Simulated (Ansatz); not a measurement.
**AlH3S2O (SMILES [OH][Al]([SH])[SH]) at revPBE0-D3(BJ)-ATM/def2-SVPD (accuracy low)**

Aim: the vertical electron affinity of AlH3S2O at revPBE0-D3(BJ)-ATM/def2-SVPD (accuracy low), from 2 runs. 

The results are computed with Ansatz 0.2.0.

3 further runs of the same task are left out: 1 for a known fault of the program, 1 that didn't finish, 1 set aside as unsound or not needed.

## Step 1: The structure to begin with

The species is AlH3S2O (7 atoms), meant as a singlet with charge 0. As SMILES, `[OH][Al]([SH])[SH]`. Geometry: relaxed at PBE0-D4/def2-TZVP. This is one conformer, not always the lowest.

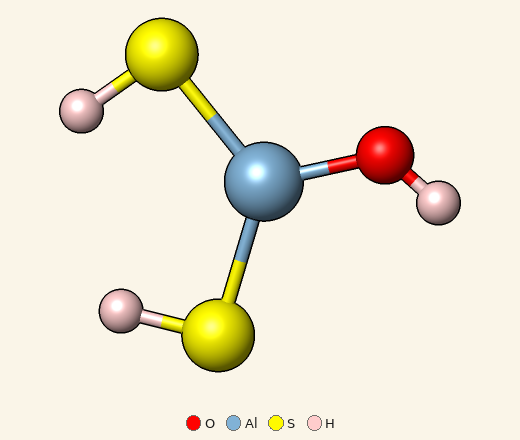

Viewed from a chosen angle; oxygen red, aluminium light blue, sulfur yellow, hydrogen pink.

## Step 2: Energy and gradient at revPBE0-D3(BJ)-ATM/def2-SVPD (accuracy low)

Contents of input.yaml:

```yaml
crystal:
  periodic: [false, false, false]
  atoms:
    - {symbol: O, position_ang: [-1.985100, 0.181200, 0.466200]}
    - {symbol: Al, position_ang: [-0.338900, 0.027200, 0.141900]}
    - {symbol: S, position_ang: [0.965600, 0.014800, 1.879700]}
    - {symbol: S, position_ang: [0.363100, -0.144100, -1.916700]}
    - {symbol: H, position_ang: [-2.678100, 0.202700, -0.190400]}
    - {symbol: H, position_ang: [2.078300, -0.118200, 1.138300]}
    - {symbol: H, position_ang: [1.656500, -0.231700, -1.564700]}
basis:
  gaussian: {orbitals: def2-SVPD}
magnetization: {spin_polarized: false, initial_magnetization: 0}
hamiltonian: {xc: {name: revPBE0}, dispersion: d3bjatm}
accuracy: low
output: {forces: true}
```

Launch:

```sh
ansatz run input.yaml --threads 1 --pin off --max-ram 2610MiB --events-out events.jsonl --progress --plain --runs-dir runs
```

Standard output:

```text
Warning: RAYON_NUM_THREADS=1 ignored (pool sized by the plan → 1); use --threads N
Functional definition: revPBE0
  name "revPBE0"
  parameter a = 0.25
  parameter kappa = 1.245
  parameter beta = 0.06672455060314922
  exchange = (1 - a)*pbe_x(kappa = kappa, mu = beta*pi^2/3) + a*exact_x
  correlation = pbe_c(beta = beta)
1164 factors; integrals over basis functions are off by at most 1.2e-3 eV
mean field evaluation 1: about -30345.9185 eV, gradient 5.6e1 eV
mean field evaluation 2: about -30331.3636 eV, gradient 1.0e2 eV
mean field evaluation 4: about -30351.7430 eV, gradient 3.6e0 eV
mean field evaluation 8: about -30351.8155 eV, gradient 1.4e-1 eV
mean field evaluation 16: about -30351.8155 eV, gradient 1.5e-5 eV
mean field -30351.81553682 eV, -1115.4086477786 hartree, gradient 1.5e-5 eV, S^2 0.000000; 0 other end points of the search recorded, 0 dependent functions left out
the calculation of the forces begins
reference -30351.81558940 eV, -1115.4086497110 hartree; 28, 28 occupied and 97, 97 virtual orbitals, 1164 factors
Total energy: -30352.16047831 eV, -1115.4213241444 hartree
Atom 0 at    -1.985100     0.181200     0.466200 Å, force    -0.651955     0.061053     0.127032 eV/Å
Atom 1 at    -0.338900     0.027200     0.141900 Å, force     0.517911    -0.047226    -0.077801 eV/Å
Atom 2 at     0.965600     0.014800     1.879700 Å, force    -0.053568     0.017729     0.241584 eV/Å
Atom 3 at     0.363100    -0.144100    -1.916700 Å, force    -0.138740     0.000426    -0.201075 eV/Å
Atom 4 at    -2.678100     0.202700    -0.190400 Å, force    -0.133304     0.009847    -0.020447 eV/Å
Atom 5 at     2.078300    -0.118200     1.138300 Å, force     0.218581    -0.023665    -0.101163 eV/Å
Atom 6 at     1.656500    -0.231700    -1.564700 Å, force     0.241074    -0.018165     0.031869 eV/Å
Dipole moment:     0.084652    -0.020865    -0.253712 e Å
```

Wall time 6.6 s (1 thread of Intel Xeon Platinum 8259CL at 2.50GHz (Skylake/Cascade Lake), shared host); peak memory 0.29 GiB.

## Step 3: The doublet anion, same level

Changes to input.yaml since step 2:

```diff
@@ -1 +1,3 @@
+basis:
+  gaussian: {orbitals: def2-SVPD}
 crystal:
@@ -10,5 +12,4 @@
     - {symbol: H, position_ang: [1.656500, -0.231700, -1.564700]}
-basis:
-  gaussian: {orbitals: def2-SVPD}
-magnetization: {spin_polarized: false, initial_magnetization: 0}
+total_charge: -1
+magnetization: {spin_polarized: true, initial_magnetization: 1}
 hamiltonian: {xc: {name: revPBE0}, dispersion: d3bjatm}
```

Launch:

```sh
ansatz run input.yaml --threads 1 --pin off --max-ram 2610MiB --events-out events.jsonl --progress --plain --runs-dir runs
```

Standard output, cut to the lines that bear on the results:

```text
Warning: RAYON_NUM_THREADS=1 ignored (pool sized by the plan → 1); use --threads N
Functional definition: revPBE0
  name "revPBE0"
[...]
1164 factors; integrals over basis functions are off by at most 1.2e-3 eV
[...]
mean field -30351.54903289 eV, -1115.3988539398 hartree, gradient 1.8e-5 eV, S^2 0.751301; 4 other end points of the search recorded, 0 dependent functions left out
[...]
reference -30351.54907217 eV, -1115.3988553833 hartree; 29, 28 occupied and 96, 97 virtual orbitals, 1164 factors
Total energy: -30351.89396107 eV, -1115.4115298167 hartree
Atom 0 at    -1.985100     0.181200     0.466200 Å, force    -0.982103     0.112878     0.578738 eV/Å
Atom 1 at    -0.338900     0.027200     0.141900 Å, force     0.276114    -0.037329    -0.269880 eV/Å
Atom 2 at     0.965600     0.014800     1.879700 Å, force     0.144283     0.032244     0.804708 eV/Å
Atom 3 at     0.363100    -0.144100    -1.916700 Å, force    -0.194716    -0.024472    -0.735793 eV/Å
Atom 4 at    -2.678100     0.202700    -0.190400 Å, force    -0.213974     0.004099    -0.248610 eV/Å
Atom 5 at     2.078300    -0.118200     1.138300 Å, force     0.394337    -0.044452    -0.214155 eV/Å
Atom 6 at     1.656500    -0.231700    -1.564700 Å, force     0.576059    -0.042966     0.084992 eV/Å
Dipole moment:     0.158903    -0.017501    -0.078147 e Å
```

Run time: 17 s. Hardware: 1 thread of Intel Xeon Platinum 8259CL at 2.50GHz (Skylake/Cascade Lake), shared host; peak memory 0.4 GiB.

## Step 4: Results

Level: revPBE0-D3(BJ)-ATM/def2-SVPD (accuracy low).

```
                                         quantity           value
                    singlet AlH3S2O: total energy  -1115.42132 Eh
                   singlet AlH3S2O: dipole moment          1.29 D
               singlet AlH3S2O: dispersion energy   -33.28 kJ/mol
        singlet AlH3S2O: largest force on an atom      0.667 eV/Å
                      doublet anion: total energy  -1115.41153 Eh
                 doublet anion: dispersion energy   -33.28 kJ/mol
                              doublet anion: ⟨S²⟩           0.751
          doublet anion: largest force on an atom      1.146 eV/Å
vertical electron affinity (to the doublet anion)       -0.267 eV
```

In words: The anion lies 0.27 eV (25.7 kJ/mol) above the neutral: the electron isn't bound at this level, and such a value depends on the basis. The largest force (singlet AlH3S2O) is 0.67 eV/Å: the shape isn't a stationary point for this species at this level. The accuracy setting (singlet AlH3S2O) is loose, so the last digits carry no meaning. The accuracy setting (doublet anion) is loose, so the last digits carry no meaning.
